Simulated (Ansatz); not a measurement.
# F2H4O2Si2: geometry and vibrations

What shape does F2H4O2Si2 take? The plan is to relax it, check the end point by its vibrations and derive ideal-gas thermochemistry, and look at its orbitals and charge.

Program: Ansatz 0.2.0, Gaussian basis. Level of theory: RKS PBE0-D4/def2-TZVP. These are calculated values, not measurements.

The runs, in order: relaxation at PBE-D4/def2-SVP; relaxation at PBE0-D4/def2-TZVP; harmonic vibrations at the same level; a single point in def2-TZVPP for the fields.

## (1) The starting structure

SMILES `O[Si](F)(F)O[SiH3]`, 10 atoms, charge 0, spin multiplicity 1.

Atoms are counted from 1 here; the program's logs count them from 0.

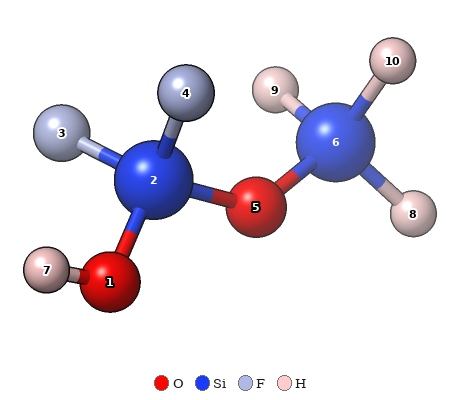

The starting geometry (oxygen red, silicon blue, fluorine light blue, hydrogen pink); atoms are numbered from 1 in the order of the file.

Coordinates:

```
O    -1.9131    0.7499    1.4559
Si   -0.4196    0.5123    0.9400
F     0.2843    1.9293    0.7903
F     0.3880   -0.3447    2.0599
O    -0.3818   -0.2828   -0.5105
Si    0.7574   -0.8340   -1.5323
H    -1.9814    1.2637    2.2939
H     0.1313   -1.4723   -2.6987
H     1.6113    0.2812   -1.9729
H     1.6068   -1.8538   -0.8225
```

The start is a force-field geometry with small random shifts, so a cheaper pass at PBE-D4/def2-SVP comes first.

## (2) Relaxation at PBE-D4/def2-SVP (cheap first pass)

Input file in.yaml:

```yaml
crystal:
  periodic: [false, false, false]
  atoms:
    - {symbol: O, position_ang: [-1.913100, 0.749900, 1.455900]}
    - {symbol: Si, position_ang: [-0.419600, 0.512300, 0.940000]}
    - {symbol: F, position_ang: [0.284300, 1.929300, 0.790300]}
    - {symbol: F, position_ang: [0.388000, -0.344700, 2.059900]}
    - {symbol: O, position_ang: [-0.381800, -0.282800, -0.510500]}
    - {symbol: Si, position_ang: [0.757400, -0.834000, -1.532300]}
    - {symbol: H, position_ang: [-1.981400, 1.263700, 2.293900]}
    - {symbol: H, position_ang: [0.131300, -1.472300, -2.698700]}
    - {symbol: H, position_ang: [1.611300, 0.281200, -1.972900]}
    - {symbol: H, position_ang: [1.606800, -1.853800, -0.822500]}
basis:
  gaussian: {orbitals: def2-SVP}
hamiltonian: {xc: pbe, dispersion: d4}
relax: {f_tol: 0.03, max_steps: 200}
```

On the command line:

```console
$ ansatz run in.yaml --threads 4 --pin off --events-out ev --progress --plain --max-ram 10444MiB
```

Output, shortened:

```text
Functional definition: PBE
  name "PBE"
  cite "Perdew, Burke & Ernzerhof, Phys. Rev. Lett. 77, 3865 (1996) doi:10.1103/PhysRevLett.77.3865"
  parent pbe
[...]
1206 factors; their error is unknown
[...]
mean field -25324.46737775 eV, -930.6570105917 hartree, gradient 3.4e-5 eV, S^2 0.000000; 0 other end points of the search recorded, 0 dependent functions left out
[...]
reference -25324.46741306 eV, -930.6570118892 hartree; 33, 33 occupied and 79, 79 virtual orbitals, 1206 factors
relax step   1: F+E_penalty+E_count = -25324.69982325 eV  Δ(F+E_penalty+E_count) = +0.000e0 eV  max|allowed force component| = 1.758e0 eV/Å  Δτ_max = 0.0000 Å  (27 SCF iters, accepted)
[...]
relax step   5: F+E_penalty+E_count = -25324.89504046 eV  Δ(F+E_penalty+E_count) = -5.274e-3 eV  max|allowed force component| = 6.260e-2 eV/Å  Δτ_max = 0.0250 Å  (29 SCF iters, accepted)
[...]
relax step   6: F+E_penalty+E_count = -25324.89530178 eV  Δ(F+E_penalty+E_count) = -2.613e-4 eV  max|allowed force component| = 7.589e-3 eV/Å  Δτ_max = 0.0094 Å  (30 SCF iters, accepted)
1206 factors; their error is unknown
[...]
mean field -25324.66649863 eV, -930.6643281491 hartree, gradient 1.2e-5 eV, S^2 0.000000; 1 other end points of the search recorded, 0 dependent functions left out
[...]
reference -25324.66653399 eV, -930.6643294487 hartree; 33, 33 occupied and 79, 79 virtual orbitals, 1206 factors
Total energy: -25324.89533714 eV, -930.6727378093 hartree
Atom 0 at    -1.962092     0.685842     1.386550 Å, force    -0.001045    -0.000510     0.001299 eV/Å
Atom 1 at    -0.367598     0.566676     1.006747 Å, force    -0.001750    -0.000410    -0.001544 eV/Å
Atom 2 at     0.326333     2.029209     0.905572 Å, force    -0.000999     0.007589    -0.003726 eV/Å
Atom 3 at     0.462564    -0.209071     2.164416 Å, force     0.000689    -0.006516     0.004082 eV/Å
Atom 4 at    -0.255545    -0.226372    -0.411419 Å, force     0.002005     0.001201    -0.001390 eV/Å
Atom 5 at     0.790489    -0.871745    -1.559819 Å, force     0.000851    -0.000498     0.001014 eV/Å
Atom 6 at    -2.169819     1.160090     2.209633 Å, force     0.000412    -0.000024     0.000951 eV/Å
Atom 7 at    -0.050754    -1.416925    -2.673616 Å, force    -0.000298     0.000919     0.000343 eV/Å
Atom 8 at     1.702127     0.203413    -2.080319 Å, force     0.000660    -0.001117    -0.000613 eV/Å
Atom 9 at     1.607496    -1.972317    -0.944644 Å, force    -0.000527    -0.000634    -0.000416 eV/Å
Dipole moment:    -0.084158     0.009256     0.027009 e Å
```

Run time: 5.5 s. Hardware: 4 threads of INTEL XEON PLATINUM 8581C at 2.10GHz, shared host.

Step by step:

```
step  energy from step 1 (eV)  largest force component (eV/Å)
   1                   0.0000                          1.7577
   2                  -0.1282                          1.0011
   3                  -0.1832                          0.2640
   4                  -0.1899                          0.2756
   5                  -0.1952                          0.0626
   6                  -0.1955                          0.0076
```

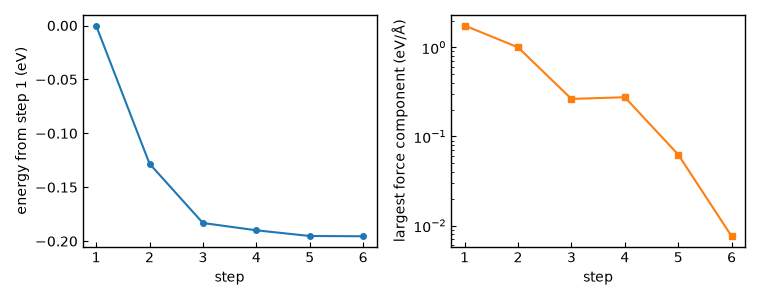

Energy and largest force along the relaxation.

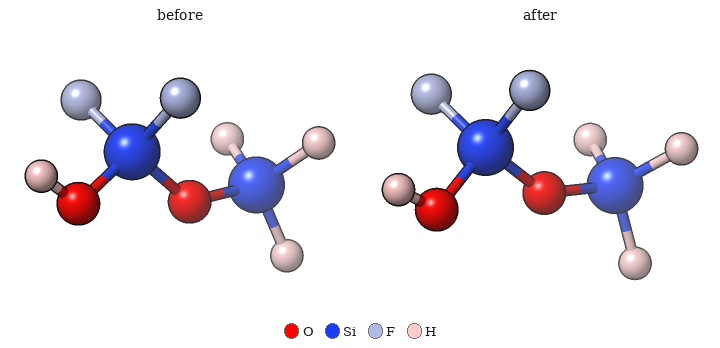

Before and after, at one scale.

Distances of close pairs at the start and the end, largest changes first:

```csv
bond,before (Å),after (Å),change (Å)
O5–Si6,1.627,1.682,+0.056
O1–Si2,1.598,1.643,+0.046
Si2–F3,1.589,1.622,+0.033
Si6–H9,1.472,1.503,+0.031
Si6–H8,1.470,1.498,+0.029
Si2–O5,1.655,1.629,-0.026
O1–H7,0.985,0.972,-0.013
Si2–F4,1.625,1.622,-0.003
```

## (3) Optimising with PBE0-D4/def2-TZVP

Input file in.yaml:

```yaml
crystal:
  periodic: [false, false, false]
  atoms:
    - {symbol: O, position_ang: [-1.962092, 0.685842, 1.386550]}
    - {symbol: Si, position_ang: [-0.367598, 0.566676, 1.006747]}
    - {symbol: F, position_ang: [0.326333, 2.029209, 0.905572]}
    - {symbol: F, position_ang: [0.462564, -0.209071, 2.164416]}
    - {symbol: O, position_ang: [-0.255545, -0.226372, -0.411419]}
    - {symbol: Si, position_ang: [0.790489, -0.871745, -1.559819]}
    - {symbol: H, position_ang: [-2.169819, 1.160090, 2.209633]}
    - {symbol: H, position_ang: [-0.050754, -1.416925, -2.673616]}
    - {symbol: H, position_ang: [1.702127, 0.203413, -2.080319]}
    - {symbol: H, position_ang: [1.607496, -1.972317, -0.944644]}
basis:
  gaussian: {orbitals: def2-TZVP}
hamiltonian: {xc: pbe0, dispersion: d4}
relax: {f_tol: 0.005, max_steps: 150}
```

Same command.

Output, shortened:

```text
Functional definition: PBE0
  name "PBE0"
  cite "Adamo & Barone, J. Chem. Phys. 110, 6158 (1999) doi:10.1063/1.478522"
  cite "Perdew, Burke & Ernzerhof, Phys. Rev. Lett. 77, 3865 (1996) doi:10.1103/PhysRevLett.77.3865"
  parent pbe
[...]
1326 factors; their error is unknown
[...]
mean field -25344.47421603 eV, -931.3922483375 hartree, gradient 6.2e-5 eV, S^2 0.000000; 0 other end points of the search recorded, 0 dependent functions left out
[...]
reference -25344.47424870 eV, -931.3922495379 hartree; 33, 33 occupied and 189, 189 virtual orbitals, 1326 factors
relax step   1: F+E_penalty+E_count = -25344.66848066 eV  Δ(F+E_penalty+E_count) = +0.000e0 eV  max|allowed force component| = 1.295e0 eV/Å  Δτ_max = 0.0000 Å  (26 SCF iters, accepted)
[...]
Atom 0 at    -1.909519     0.651595     1.316894 Å, force    -0.000807     0.001620     0.002641 eV/Å
Atom 1 at    -0.326536     0.579653     1.025195 Å, force     0.002486     0.000429     0.001298 eV/Å
Atom 2 at     0.304594     2.027263     0.956688 Å, force    -0.001334    -0.001901     0.000001 eV/Å
Atom 3 at     0.435757    -0.150553     2.201987 Å, force    -0.001673     0.000815    -0.001753 eV/Å
Atom 4 at    -0.107487    -0.192003    -0.347882 Å, force     0.002069     0.000026    -0.000436 eV/Å
Atom 5 at     0.784293    -0.865815    -1.548511 Å, force    -0.002451    -0.000080    -0.000941 eV/Å
Atom 6 at    -2.217290     1.093271     2.109017 Å, force     0.001625    -0.001635    -0.002917 eV/Å
Atom 7 at    -0.151239    -1.364233    -2.582990 Å, force     0.001748     0.000145     0.001025 eV/Å
Atom 8 at     1.687666     0.157924    -2.128174 Å, force    -0.000876     0.000037     0.000613 eV/Å
Atom 9 at     1.582963    -1.988302    -0.999124 Å, force    -0.000786     0.000544     0.000467 eV/Å
Dipole moment:    -0.131585    -0.005885     0.007649 e Å
```

It took 29 s on 4 threads of INTEL XEON PLATINUM 8581C at 2.10GHz, shared host; peak memory 0.66 GiB.

Step by step:

```
step  energy from step 1 (eV)  largest force component (eV/Å)
   1                   0.0000                          1.2953
   2                  -0.1003                          0.7631
   3                  -0.1389                          0.1225
   4                  -0.1389                          0.3411
   5                  -0.1432                          0.1568
   6                  -0.1449                          0.1022
   7                  -0.1453                          0.0157
   8                  -0.1453                          0.0064
   9                  -0.1453                          0.0196
  10                  -0.1453                          0.0029
```

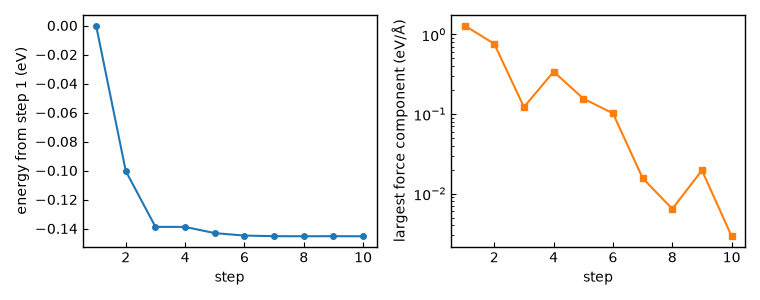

Energy and largest force along the relaxation.

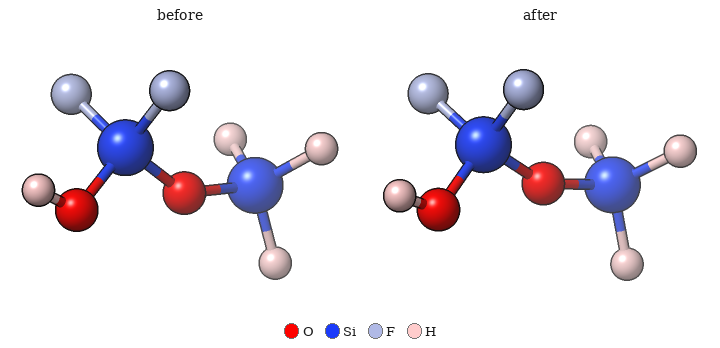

The geometry before (left) and after (right).

Close pairs (by a distance rule), those that changed most:

| bond | before (Å) | after (Å) | change (Å) |
| --- | --- | --- | --- |
| O5–Si6 | 1.682 | 1.640 | -0.042 |
| Si2–F3 | 1.622 | 1.581 | -0.041 |
| Si2–F4 | 1.622 | 1.581 | -0.041 |
| Si2–O5 | 1.629 | 1.590 | -0.038 |
| O1–Si2 | 1.643 | 1.611 | -0.032 |
| Si6–H9 | 1.503 | 1.483 | -0.019 |
| Si6–H10 | 1.502 | 1.483 | -0.019 |
| Si6–H8 | 1.498 | 1.481 | -0.017 |

Mulliken charges at the end point, from the run's report:

| atom | value (e) |
| --- | --- |
| O1 | -0.50 |
| Si2 | 0.84 |
| F3 | -0.29 |
| F4 | -0.29 |
| O5 | -0.30 |
| Si6 | 0.28 |
| H7 | 0.34 |
| H8 | -0.02 |
| H9 | -0.02 |
| H10 | -0.02 |

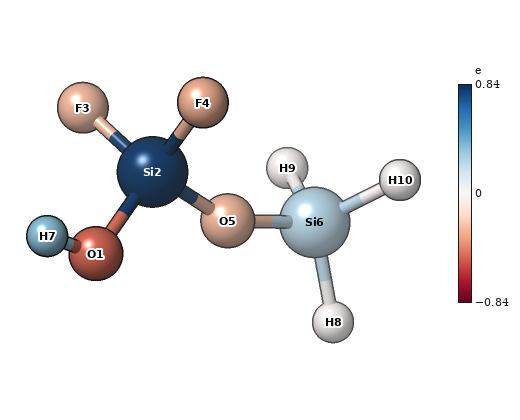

Mulliken charges at the end point, from the run's report, as colours on the atoms.

## (4) Force constants and modes

Input file in.yaml:

```yaml
crystal:
  periodic: [false, false, false]
  atoms:
    - {symbol: O, position_ang: [-1.909519, 0.651595, 1.316894]}
    - {symbol: Si, position_ang: [-0.326536, 0.579653, 1.025195]}
    - {symbol: F, position_ang: [0.304594, 2.027263, 0.956688]}
    - {symbol: F, position_ang: [0.435757, -0.150553, 2.201987]}
    - {symbol: O, position_ang: [-0.107487, -0.192003, -0.347882]}
    - {symbol: Si, position_ang: [0.784293, -0.865815, -1.548511]}
    - {symbol: H, position_ang: [-2.217290, 1.093271, 2.109017]}
    - {symbol: H, position_ang: [-0.151239, -1.364233, -2.582990]}
    - {symbol: H, position_ang: [1.687666, 0.157924, -2.128174]}
    - {symbol: H, position_ang: [1.582963, -1.988302, -0.999124]}
basis:
  gaussian: {orbitals: def2-TZVP}
hamiltonian: {xc: pbe0, dispersion: d4}
phonons: {temperatures: {t_min: 298.15, t_max: 900, t_step: 200}}
```

Same command.

Output, shortened:

```text
Functional definition: PBE0
  name "PBE0"
  cite "Adamo & Barone, J. Chem. Phys. 110, 6158 (1999) doi:10.1063/1.478522"
  cite "Perdew, Burke & Ernzerhof, Phys. Rev. Lett. 77, 3865 (1996) doi:10.1103/PhysRevLett.77.3865"
  parent pbe
[...]
1326 factors; their error is unknown
[...]
mean field -25344.61826339 eV, -931.3975419802 hartree, gradient 6.9e-5 eV, S^2 0.000000; 0 other end points of the search recorded, 0 dependent functions left out
[...]
reference -25344.61829594 eV, -931.3975431765 hartree; 33, 33 occupied and 189, 189 virtual orbitals, 1326 factors
[...]
1326 factors; their error is unknown
mean field -25344.61810773 eV, -931.3975362599 hartree, gradient 1.6e-6 eV, S^2 0.000000; 0 other end points of the search recorded, 0 dependent functions left out
[...]
reference -25344.61814028 eV, -931.3975374560 hartree; 33, 33 occupied and 189, 189 virtual orbitals, 1326 factors
[...]
1326 factors; their error is unknown
[...]
WARN: phonons: modes at or below zero, which the zero-point energy, F, S and C_V leave out: 1, the lowest at -8.88 cm⁻¹. A minimum has none, and a first-order saddle one
[...]
Atom 2 at     0.304594     2.027263     0.956688 Å, force    -0.001362    -0.001887     0.000024 eV/Å
Atom 3 at     0.435757    -0.150553     2.201987 Å, force    -0.001679     0.000802    -0.001705 eV/Å
Atom 4 at    -0.107487    -0.192003    -0.347882 Å, force     0.002132     0.000045    -0.000395 eV/Å
Atom 5 at     0.784293    -0.865815    -1.548511 Å, force    -0.002492    -0.000076    -0.000942 eV/Å
Atom 6 at    -2.217290     1.093271     2.109017 Å, force     0.001676    -0.001641    -0.002933 eV/Å
Atom 7 at    -0.151239    -1.364233    -2.582990 Å, force     0.001752     0.000146     0.001032 eV/Å
Atom 8 at     1.687666     0.157924    -2.128174 Å, force    -0.000875     0.000030     0.000607 eV/Å
Atom 9 at     1.582963    -1.988302    -0.999124 Å, force    -0.000783     0.000542     0.000461 eV/Å
Dipole moment:    -0.131586    -0.005886     0.007651 e Å
Vibrations: -8.88 21.42 49.42 169.78 262.12 290.60 328.64 381.51 392.40 599.68 729.58 733.44 791.05 899.39 954.70 955.71 964.53 982.53 1014.20 1203.87 2242.29 2245.37 2255.43 3937.14 cm⁻¹, zero-point energy 1.388920 eV
```

Run time: 1.9 min. Hardware: 4 threads of INTEL XEON PLATINUM 8581C at 2.10GHz, shared host; peak memory 0.68 GiB.

Motions are named by where the mode's potential energy lies. The modes, unscaled (a negative number is an imaginary wavenumber):

```csv
mode,cm⁻¹,motion
1,-9,torsion
2,21,torsion
3,49,bend
4,170,torsion
5,262,bend
6,291,bend with torsion
7,329,bend with torsion
8,382,torsion with bend
9,392,bend with torsion
10,600,Si–O stretch
11,730,bend
12,733,bend
13,791,bend
14,899,Si–F stretch with bend
15,955,bend with wag or twist
16,956,bend with wag or twist
17,965,Si–F stretch
18,983,bend
19,1014,Si–O stretch
20,1204,Si–O stretch
21,2242,Si–H stretch
22,2245,Si–H stretch
23,2255,Si–H stretch
24,3937,O–H stretch
```

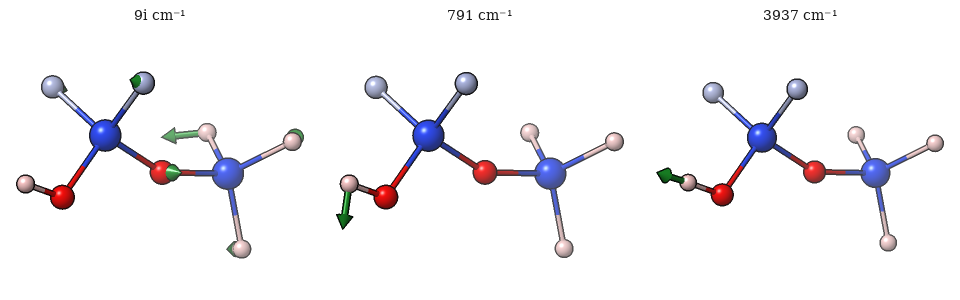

Displacements of 3 modes, as arrows.

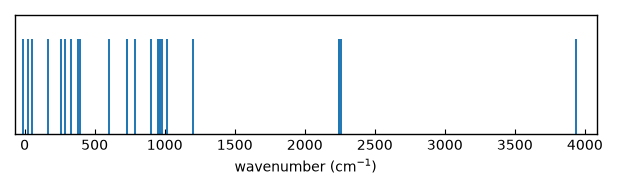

The harmonic wavenumbers as sticks (no intensities were computed).

No thermochemistry is derived: a mode is imaginary or nearly free.

## (5) Fields at the relaxed geometry

in.yaml: that of step 4 with these lines changed.

```diff
@@ -14,4 +14,4 @@
 basis:
-  gaussian: {orbitals: def2-TZVP}
+  gaussian: {orbitals: def2-TZVPP}
 hamiltonian: {xc: pbe0, dispersion: d4}
-phonons: {temperatures: {t_min: 298.15, t_max: 900, t_step: 200}}
+output: {orbitals: {seedname: orbitals}}
```

Launched as before.

Output:

```text
Functional definition: PBE0
  name "PBE0"
  cite "Adamo & Barone, J. Chem. Phys. 110, 6158 (1999) doi:10.1063/1.478522"
  cite "Perdew, Burke & Ernzerhof, Phys. Rev. Lett. 77, 3865 (1996) doi:10.1103/PhysRevLett.77.3865"
  parent pbe
  parameter a = 0.25
  parameter kappa = 0.804
  parameter beta = 0.06672455060314922
  exchange = (1 - a)*pbe_x(kappa = kappa, mu = beta*pi^2/3) + a*exact_x
  correlation = pbe_c(beta = beta)
1432 factors; their error is unknown
mean field evaluation 1: about -25335.5302 eV, gradient 8.0e1 eV
mean field evaluation 2: about -25324.3226 eV, gradient 1.1e2 eV
mean field evaluation 4: about -25344.5774 eV, gradient 5.4e0 eV
mean field evaluation 8: about -25344.6157 eV, gradient 7.9e-2 eV
mean field -25344.67978646 eV, -931.3998029114 hartree, gradient 7.1e-5 eV, S^2 0.000000; 0 other end points of the search recorded, 0 dependent functions left out
reference -25344.67981889 eV, -931.3998041032 hartree; 33, 33 occupied and 231, 231 virtual orbitals, 1432 factors
Total energy: -25344.87536808 eV, -931.4069904035 hartree
```

Run time: 2.3 s. Hardware: 4 threads of INTEL XEON PLATINUM 8581C at 2.10GHz, shared host; peak memory 0.75 GiB.

The fields below are evaluated on a grid from the run's orbitals.

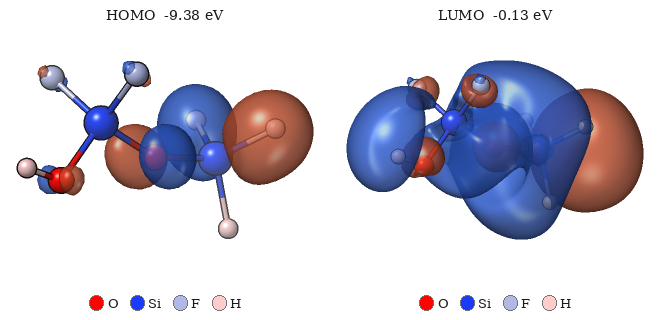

Frontier orbitals at PBE0-D4/def2-TZVPP; each surface holds 70 % of the orbital's density, blue and red mark the sign.

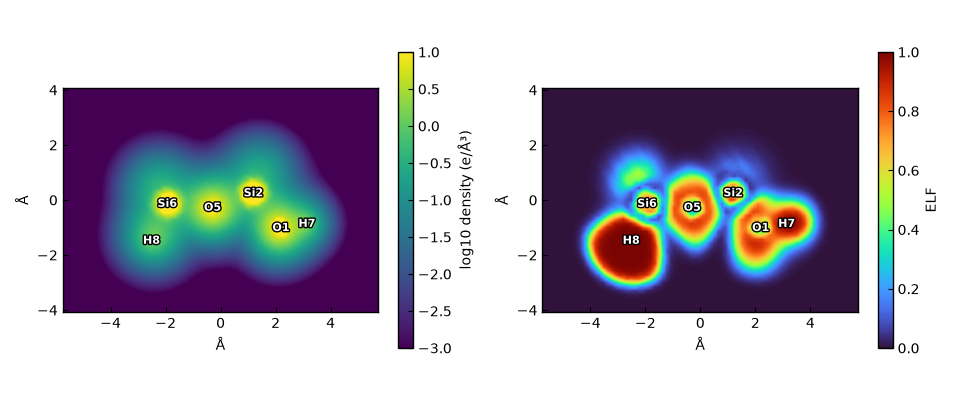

Density (left) and ELF (right) in a plane through or near 6 of the atoms.

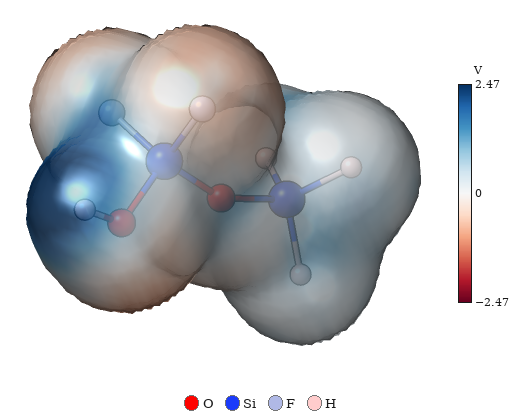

Electrostatic potential on the surface of density 0.002 e/bohr³; red is low, blue high. It runs from -0.93 V near O1 to 2.47 V near H7.

## (6) Summary of results

| quantity | value |
| --- | --- |
| point group | C1 |
| steps | 6 + 10 |
| shift from the start (rms) | 0.240 Å |
| total energy | -25344.8138 eV |
| dispersion term | -196 meV |
| dipole moment | 0.63 D |
| lowest, highest wavenumber | -9, 3937 cm⁻¹ |
| HOMO, LUMO | -9.38, -0.13 eV |

In words: The atoms moved 0.24 Å (rms) from the start; the bond that changed most is Si2–O5, from 1.655 to 1.590 Å. One or more small negative wavenumbers (down to -9 cm⁻¹) point to a very flat motion, so a minimum isn't proven. The stiffest mode, 3937 cm⁻¹, is an O–H stretch. Harmonic hybrid wavenumbers usually lie a few per cent above measured fundamentals. The largest Mulliken charge, +0.84 e, sits on Si2. The HOMO lies mostly on H9, H10 about 30 % each; O5 27 % and the LUMO on H8, H9, H10 about 15 % each; Si6 14 %.
